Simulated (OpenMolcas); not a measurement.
# Multiconfigurational calculation, with input and output: Tm³⁺ complex

- system: Tm³⁺ with 6 ligands (O; octahedron, 2.206 Å), embedded in MgO by model potentials and point charges, whose field is part of the energies.
- method: state-averaged CASSCF, active space 12 electrons in the shell 4f, basis ANO-RCC-VDZP on the metal and ANO-RCC-VDZP on the ligands, DKH2 scalar Hamiltonian, spin-orbit coupling by RASSI with atomic mean-field integrals (OpenMolcas)

**The input**
```
&GATEWAY
Basis set
Tm.ANO-RCC-VDZP.
Tm1 0.0 0.0 0.0 Angstrom
End of basis
Basis set
O.ANO-RCC-VDZP.
L1 2.206000 0.000000 0.000000 Angstrom
L2 0.000000 2.206000 0.000000 Angstrom
L3 0.000000 0.000000 2.206000 Angstrom
End of basis
Basis set
Mg.EMB-AIMP.Pascual.10s4p.1s1p.ECP.MgO.
PseudoCharge
* 3 symmetry-unique lattice sites within 7.6 angstrom
End of basis
Basis set
Mg.EMB-AIMP.Pascual.0s.0s.ECP.MgO.
PseudoCharge
* 40 symmetry-unique lattice sites within 7.6 angstrom
End of basis
Basis set
O.EMB-AIMP.Pascual.0s.0s.ECP.MgO.
PseudoCharge
* 55 symmetry-unique lattice sites within 7.6 angstrom
End of basis
Symmetry
XYZ
AngMom=0.0 0.0 0.0
AMFI
RICD
XField
997 Angstrom 0
* Evjen-weighted lattice charges
&SEWARD
&RASSCF
FileOrb=start.orb
Symmetry=1
Spin=3
nActEl=12 0 0
Inactive=30 27
Ras2=0 7
CIRoot=21 21 1
SDav=21
CIMx=300
Iter=150 100
PrWF=0.3
OrbListing=Nothing
MaxOrb=0
LevShft=1.0
>>> COPY $Project.JobIph JOB001
&RASSCF
FileOrb=start.orb
Symmetry=1
Spin=1
nActEl=12 0 0
Inactive=30 27
Ras2=0 7
CIRoot=28 28 1
SDav=28
CIMx=300
Iter=150 100
PrWF=0.3
OrbListing=Nothing
MaxOrb=0
CIOnly
LevShft=1.0
>>> COPY $Project.JobIph JOB002
&RASSI
NrOfJobIphs=2 21 27
1 2 3 4 5 6 7 8 9 10 11 12 13 14 15 16 17 18 19 20 21
1 2 3 4 5 6 7 8 9 10 11 12 13 14 15 16 17 18 19 20 21 22 23 24 25 26 27
IphNames
JOB001
JOB002
EJob
SpinOrbit
DIPRint=1.0
SOCoupling=1000.0
Subsets=2
Property=9
'ANGMOM' 1 'ANGMOM' 2 'ANGMOM' 3 'MLTPL  1' 1 'MLTPL  1' 2 'MLTPL  1' 3
'AMFI' 1 'AMFI' 2 'AMFI' 3
SOProperty=3
'ANGMOM' 1 'ANGMOM' 2 'ANGMOM' 3
```

The file start.orb holds starting orbitals from an earlier step. A driver script formed the levels outside the program, from RASSI's spin-orbit matrix and the active-space energies, averaged over the components of each term or state.

Hardware: 1 thread of Arm Neoverse V2, 24 GiB of memory available, shared host.

Launched with:
```bash
OMP_NUM_THREADS=1 MOLCAS_MEM=2457 MOLCAS_PROJECT=a pymolcas a.inp > a.log  # once for each step of the input, in one work folder
```

**The program's output (extracts)**
```
--- SEWARD ---
Basis set label: TM.ANO-RCC...7S6P4D2F1G.

      Electronic valence basis set:
      ------------------
      Associated Effective Charge  69.000000 au
      Associated Actual Charge     69.000000 au
      Nuclear Model: Point charge

      Shell  nPrim  nBasis  Cartesian Spherical Contaminant
         s      25       7        X
         p      22       6        X
         d      15       4                 X
         f      11       2                 X
         g       4       1                 X
                  Relativistic Douglas-Kroll-Hess integrals:
                    - DKH order of Hamiltonian: 2
                    - DKH order of Properties : 0
                  Atomic mean-field integrals
--- RASSCF ---
Wave function specifications:
      -----------------------------

      Number of closed shell electrons         114
      Number of electrons in active shells      12
      Max number of holes in RAS1 space          0
      Max nr of electrons in RAS3 space          0
      Number of inactive orbitals               57
      Number of active orbitals                  7
      Number of secondary orbitals             112
      Spin quantum number                      1.0
      State symmetry                             1
Orbital specifications:
      -----------------------

      Symmetry species                           1   2
                                                ag  au
      Frozen orbitals                            0   0
      Inactive orbitals                         30  27
      Active orbitals                            0   7
      RAS1 orbitals                              0   0
      RAS2 orbitals                              0   7
      RAS3 orbitals                              0   0
      Secondary orbitals                        60  52
      Deleted orbitals                           0   0
      Number of basis functions                 90  86
      Number of CSFs                            21
      Number of root(s) required                21
      Iter CI   SX   CI       RASSCF       Energy    max ROT     max BLB   max BLB  Level Ln srch  Step   QN
          iter iter root      energy       change     param      element    value   shift minimum  type update
 Nr of preliminary CI iterations:   1
      Total energies have been shifted. Add               -14000.00 au
        1   1    9    0   -11.91060296    0.00E+00  -5.36E-02   14  48 2 -4.98E-01*  1.94   0.00    SX    NO
        2   1   10    0   -13.42253871   -1.51E+00*  5.43E-02   30  33 1  2.68E-01*  1.36   0.00    SX    NO
        3   1    9    0   -13.88016949   -4.58E-01* -3.78E-02   30  33 1  1.70E-01*  1.32   0.00    SX    NO
        4   1    9    0   -13.96951430   -8.93E-02* -2.35E-02   30  33 1  9.94E-02*  1.18   0.00    SX    NO
        5   1    9    0   -13.99958486   -3.01E-02*  3.36E-02   30  33 1  6.26E-02*  1.20   1.85    QN   YES
        6   1    9    0   -14.01692246   -1.73E-02* -3.83E-03   31  38 2 -1.54E-02*  1.13   1.04    QN   YES
        7   1    8    0   -14.01806308   -1.14E-03* -1.39E-03   29  36 2  5.27E-03*  1.14   1.18    QN   YES
        8   1    8    0   -14.01824346   -1.80E-04* -6.16E-04   29  36 2  1.99E-03*  1.14   1.39    QN   YES
        9   1    7    0   -14.01827299   -2.95E-05*  2.92E-04   25  32 1 -7.15E-04*  1.14   1.20    QN   YES
       10   1    7    0   -14.01827710   -4.10E-06* -2.10E-04   30  33 1 -4.19E-04*  1.14   1.72    LS   YES
       11   1    7    0   -14.01827789   -7.95E-07*  8.53E-05   29  36 2 -4.18E-04*  1.14   0.94    QN   YES
       12   1    6    0   -14.01827896   -1.06E-06* -7.45E-05   28  55 1  1.89E-04*  1.14   1.87    LS   YES
       13   1    6    0   -14.01827924   -2.83E-07* -5.34E-05   27  75 2 -1.35E-04*  1.14   1.00    QN   YES
       14   1    6    0   -14.01827937   -1.34E-07*  6.44E-05   27  47 2  6.16E-05   1.14   2.21    LS   YES
       15   1    6    0   -14.01827941   -3.64E-08*  1.78E-05   15  49 2  4.89E-05   1.14   0.76    QN   YES
       16   1    5    0   -14.01827943   -1.57E-08*  8.60E-06   15  49 2  2.48E-05   1.14   1.57    QN   YES
       17   1    4    0   -14.01827942    5.40E-09  -2.82E-06   27  69 2  7.46E-06   1.14   0.12    QN   YES
      Convergence after 17 iterations
       18   1    4    0   -14.01827942   -1.57E-09  -2.82E-06   18  52 1  3.55E-06   1.14   0.12    QN   YES
      Natural orbitals and occupation numbers for root  1
      sym 2:   1.289599   1.958220   1.752181   2.000000   1.752181   1.958220   1.289599
      Natural orbitals and occupation numbers for root  2
      sym 2:   1.957780   2.000000   1.957780   1.290966   1.751254   1.751254   1.290966
      Natural orbitals and occupation numbers for root  3
      sym 2:   1.287439   1.957599   1.287439   1.754962   1.957599   1.754962   2.000000
::    RASSCF root number  1 Total energy: -14014.05612085
::    RASSCF root number  2 Total energy: -14014.05612085
::    RASSCF root number  3 Total energy: -14014.05612085
::    RASSCF root number  4 Total energy: -14014.05520202
::    RASSCF root number  5 Total energy: -14014.05520202
::    RASSCF root number  6 Total energy: -14014.05389244
::    RASSCF root number  7 Total energy: -14014.05389244
::    RASSCF root number  8 Total energy: -14014.05389244
::    RASSCF root number  9 Total energy: -14014.05214719
::    RASSCF root number 10 Total energy: -14014.05214719
::    RASSCF root number 11 Total energy: -14014.05214719
::    RASSCF root number 12 Total energy: -14014.01880529
::    RASSCF root number 13 Total energy: -14014.01852280
::    RASSCF root number 14 Total energy: -14014.01852280
::    RASSCF root number 15 Total energy: -14014.01852280
::    RASSCF root number 16 Total energy: -14014.01758403
::    RASSCF root number 17 Total energy: -14014.01758403
::    RASSCF root number 18 Total energy: -14014.01758403
::    RASSCF root number 19 Total energy: -14013.88661886
::    RASSCF root number 20 Total energy: -14013.88661886
::    RASSCF root number 21 Total energy: -14013.88661886
--- RASSCF ---
Wave function specifications:
      -----------------------------

      Number of closed shell electrons         114
      Number of electrons in active shells      12
      Max number of holes in RAS1 space          0
      Max nr of electrons in RAS3 space          0
      Number of inactive orbitals               57
      Number of active orbitals                  7
      Number of secondary orbitals             112
      Spin quantum number                      0.0
      State symmetry                             1
Orbital specifications:
      -----------------------

      Symmetry species                           1   2
                                                ag  au
      Frozen orbitals                            0   0
      Inactive orbitals                         30  27
      Active orbitals                            0   7
      RAS1 orbitals                              0   0
      RAS2 orbitals                              0   7
      RAS3 orbitals                              0   0
      Secondary orbitals                        60  52
      Deleted orbitals                           0   0
      Number of basis functions                 90  86
      Number of CSFs                            28
      Number of root(s) required                28
      Iter CI   SX   CI       RASSCF       Energy    max ROT     max BLB   max BLB  Level Ln srch  Step   QN
          iter iter root      energy       change     param      element    value   shift minimum  type update
 Nr of preliminary CI iterations:   1
        1   1    0    0-14013.93397856    0.00E+00   0.00E+00   29  36 2 -7.28E-03*  0.00   0.00    SX    NO
      Natural orbitals and occupation numbers for root  1
      sym 2:   1.177901   1.962510   1.177902   1.859587   2.000000   1.859588   1.962511
      Natural orbitals and occupation numbers for root  2
      sym 2:   2.000000   1.962511   1.962510   1.177902   1.859587   1.859588   1.177901
      Natural orbitals and occupation numbers for root  3
      sym 2:   1.177901   1.962510   1.859588   1.962510   1.859589   2.000000   1.177901
::    RASSCF root number  1 Total energy: -14014.01680686
::    RASSCF root number  2 Total energy: -14014.01680686
::    RASSCF root number  3 Total energy: -14014.01680686
::    RASSCF root number  4 Total energy: -14014.01224498
::    RASSCF root number  5 Total energy: -14014.01224498
::    RASSCF root number  6 Total energy: -14014.01172797
::    RASSCF root number  7 Total energy: -14014.01172797
::    RASSCF root number  8 Total energy: -14014.01172797
::    RASSCF root number  9 Total energy: -14014.01099400
::    RASSCF root number 10 Total energy: -14013.92959005
::    RASSCF root number 11 Total energy: -14013.92959005
::    RASSCF root number 12 Total energy: -14013.92649548
::    RASSCF root number 13 Total energy: -14013.92649548
::    RASSCF root number 14 Total energy: -14013.92649548
::    RASSCF root number 15 Total energy: -14013.90296478
::    RASSCF root number 16 Total energy: -14013.90296478
::    RASSCF root number 17 Total energy: -14013.90274461
::    RASSCF root number 18 Total energy: -14013.90274460
::    RASSCF root number 19 Total energy: -14013.90274460
::    RASSCF root number 20 Total energy: -14013.90193213
::    RASSCF root number 21 Total energy: -14013.89971144
::    RASSCF root number 22 Total energy: -14013.89971144
::    RASSCF root number 23 Total energy: -14013.89971144
::    RASSCF root number 24 Total energy: -14013.89900053
::    RASSCF root number 25 Total energy: -14013.89900053
::    RASSCF root number 26 Total energy: -14013.89900053
::    RASSCF root number 27 Total energy: -14013.89837985
::    RASSCF root number 28 Total energy: -14013.68103833
--- RASSI ---
SPIN-FREE ENERGIES:
  (Shifted by EMIN (a.u.) =     -14014.0561208511)

 SF State       Relative EMIN(au)   Rel lowest level(eV)    D:o, cm**(-1)

     1             0.0000000000        0.0000000000              0.0000
     2             0.0000000000        0.0000000000              0.0000
     3             0.0000000000        0.0000000000              0.0000
     4             0.0009188270        0.0250025552            201.6592
     5             0.0009188270        0.0250025552            201.6592
     6             0.0022284085        0.0606380834            489.0791
     7             0.0022284085        0.0606380834            489.0791
     8             0.0022284085        0.0606380834            489.0791
     9             0.0039736584        0.1081287541            872.1172
    10             0.0039736584        0.1081287541            872.1172
    11             0.0039736584        0.1081287541            872.1172
    12             0.0373155570        1.0154080352           8189.8181
    13             0.0375980559        1.0230952204           8251.8195
    14             0.0375980559        1.0230952204           8251.8195
    15             0.0375980559        1.0230952204           8251.8195
    16             0.0385368229        1.0486403737           8457.8550
    17             0.0385368229        1.0486403737           8457.8550
    18             0.0385368229        1.0486403737           8457.8550
    22             0.0393141651        1.0697929328           8628.4619
    23             0.0393141651        1.0697929328           8628.4619
    24             0.0393141651        1.0697929328           8628.4619
    25             0.0438760418        1.1939279208           9629.6781
    26             0.0438760418        1.1939279208           9629.6781
    27             0.0443930523        1.2079964918           9743.1488
    28             0.0443930523        1.2079964918           9743.1488
    29             0.0443930523        1.2079964918           9743.1488
    30             0.0451270217        1.2279688164           9904.2364
    31             0.1265309799        3.4430833651          27770.3402
    32             0.1265309799        3.4430833651          27770.3402
    33             0.1296255466        3.5272908164          28449.5191
    34             0.1296255466        3.5272908164          28449.5191
    35             0.1296255466        3.5272908164          28449.5191
    36             0.1531562435        4.1675936986          33613.9101
    37             0.1531562435        4.1675936986          33613.9101
    38             0.1533764200        4.1735850068          33662.2332
    39             0.1533764200        4.1735850068          33662.2332
    40             0.1533764200        4.1735850068          33662.2332
    41             0.1541889003        4.1956937204          33840.5520
    42             0.1564095894        4.2561217490          34327.9370
    43             0.1564095894        4.2561217490          34327.9370
Eigenvalues of complex Hamiltonian:
   -----------------------------------
  (Shifted by EMIN (a.u.) =     -14014.0561208511)

 SO State       Relative EMIN(au)   Rel lowest level(eV)    D:o, cm**(-1)

     1            -0.0316890324        0.0000000000              0.0000
     2            -0.0311805061        0.0138377054            111.6086
     3            -0.0311805061        0.0138377057            111.6086
     4            -0.0311805061        0.0138377059            111.6086
     5            -0.0306015952        0.0295906738            238.6649
     6            -0.0306015952        0.0295906752            238.6649
     7            -0.0306015952        0.0295906746            238.6649
     8            -0.0294491910        0.0609491890            491.5884
     9            -0.0285001438        0.0867740797            699.8802
    10            -0.0285001439        0.0867740760            699.8801
    11            -0.0285001439        0.0867740774            699.8801
    12            -0.0283014641        0.0921804305            743.4853
    13            -0.0283014640        0.0921804332            743.4853
    14            -0.0012571709        0.8280931388           6679.0216
    15            -0.0012571709        0.8280931394           6679.0216
    16            -0.0012571708        0.8280931395           6679.0216
    17             0.0010519793        0.8909283157           7185.8215
    18             0.0010519793        0.8909283161           7185.8215
    19             0.0015275432        0.9038690692           7290.1957
    20             0.0015275432        0.9038690687           7290.1957
    21             0.0015275432        0.9038690688           7290.1957
    22             0.0022639765        0.9239084390           7451.8241
    23             0.0069906583        1.0525280035           8489.2109
    24             0.0069906583        1.0525280039           8489.2109
    25             0.0069906583        1.0525280038           8489.2109
    26             0.0072006847        1.0582431130           8535.3063
    27             0.0072006847        1.0582431146           8535.3063
    28             0.0084491056        1.0922143765           8809.3030
    29             0.0084491056        1.0922143772           8809.3030
    30             0.0084491055        1.0922143751           8809.3030
    31             0.0091854945        1.1122525400           8970.9217
    32             0.0091854946        1.1122525425           8970.9218
    33             0.0091854947        1.1122525439           8970.9218
    34             0.0298750557        1.6752441810          13511.7555
    35             0.0298750557        1.6752441810          13511.7555
    36             0.0298750557        1.6752441811          13511.7555
    37             0.0302017465        1.6841338891          13583.4559
    38             0.0302017465        1.6841338895          13583.4559
    39             0.0309286563        1.7039141131          13742.9941
    40             0.0309286563        1.7039141149          13742.9942
    41             0.0309286563        1.7039141137          13742.9941
Weights of the five most important spin-orbit-free states for each spin-orbit state.

 SO State  Total energy (au)           Spin-free states, spin, and weights
 -------------------------------------------------------------------------------------------------------
    1        -0.031689       3 1.0  0.3306    2 1.0  0.3306    1 1.0  0.3306   48 0.0  0.0061   30 0.0  0.0009
    2        -0.031181       3 1.0  0.2965    2 1.0  0.2828    4 1.0  0.2694    6 1.0  0.0504    7 1.0  0.0503
    3        -0.031181       3 1.0  0.2877    1 1.0  0.2841    4 1.0  0.1609    5 1.0  0.1354    6 1.0  0.0507
    4        -0.031181       1 1.0  0.2952    2 1.0  0.2890    5 1.0  0.2822    7 1.0  0.0506    8 1.0  0.0505
    5        -0.030602       4 1.0  0.4281    1 1.0  0.1328    2 1.0  0.1302    7 1.0  0.1233    8 1.0  0.1228
    6        -0.030602       5 1.0  0.4086    3 1.0  0.1334    2 1.0  0.1266    6 1.0  0.1227    7 1.0  0.1226
    7        -0.030602       5 1.0  0.2441    4 1.0  0.2053    3 1.0  0.1296    1 1.0  0.1272    6 1.0  0.1233
    8        -0.029449       6 1.0  0.3311    7 1.0  0.3311    8 1.0  0.3311   41 0.0  0.0066   15 1.0  0.0001
    9        -0.028500      11 1.0  0.3078   10 1.0  0.3074    7 1.0  0.1672    8 1.0  0.1657    4 1.0  0.0398
   10        -0.028500       9 1.0  0.3078   10 1.0  0.3059    7 1.0  0.1665    6 1.0  0.1656    5 1.0  0.0380
   11        -0.028500       9 1.0  0.3074   11 1.0  0.3059    6 1.0  0.1673    8 1.0  0.1664    5 1.0  0.0227
   12        -0.028301       9 1.0  0.4688   10 1.0  0.2075    8 1.0  0.1421    7 1.0  0.0929   11 1.0  0.0530
```

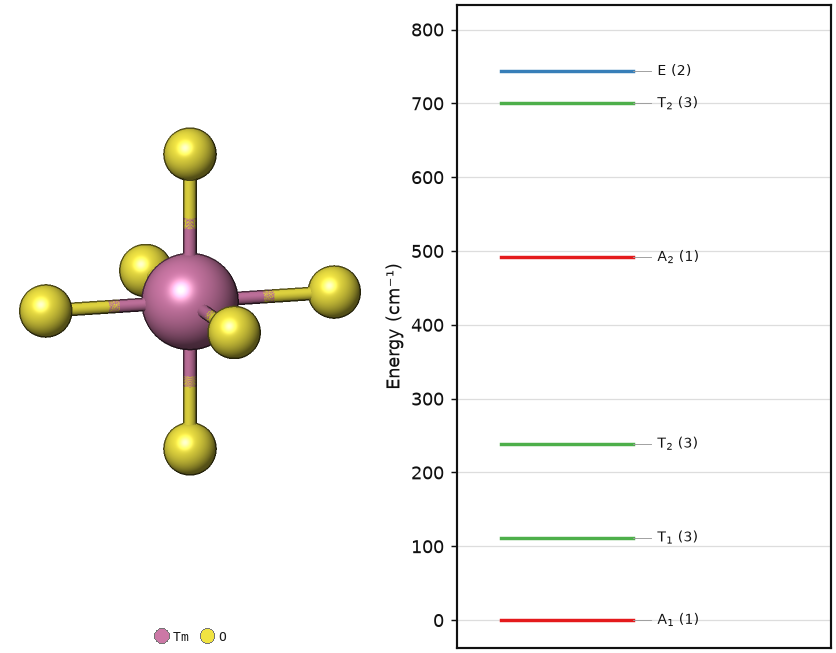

*Tm³⁺ (4f¹²) as a dopant in MgO, a cluster with its 6 nearest O²⁻ at 2.206 Å (octahedron) embedded in model potentials and point charges; the geometry was set, not optimised, and its levels. Labels give the representation in O, Td, D4 or D3 as the site allows (double group for half-integer spin) where it could be assigned and, in brackets, the degeneracy; spin-free states, where drawn, share the zero of the spin-orbit levels.*

The ground level is A₁, non-degenerate, 99 % from states of spin multiplicity 3 (of the 28 states of multiplicity 1, 27 enter the spin-orbit step), effective J = 5.98, with |mJ| = 4 the largest share (87 %). The next level lies at 112 cm⁻¹ (T₁). The lowest J multiplet spreads over 743 cm⁻¹. The active orbitals hold 99 to 100 % metal character (Löwdin), and the Mulliken charge of the metal is +2.07.

**Summary**

| quantity | value |
| --- | --- |
| outcome | converged |
| energy of the lowest spin-free term | −14014.05612 hartree |
| energy of the lowest spin-orbit level | −14014.08781 hartree |
| largest spread among components of a term | 0.0 cm⁻¹ |
| wall time | 29 s |
| peak memory | 0.6 GiB |

**Notes**

Without dynamic correlation the splittings between terms come out too large, often by 20 to 50 %. To bear in mind: the geometry is set by hand, with no relaxation.
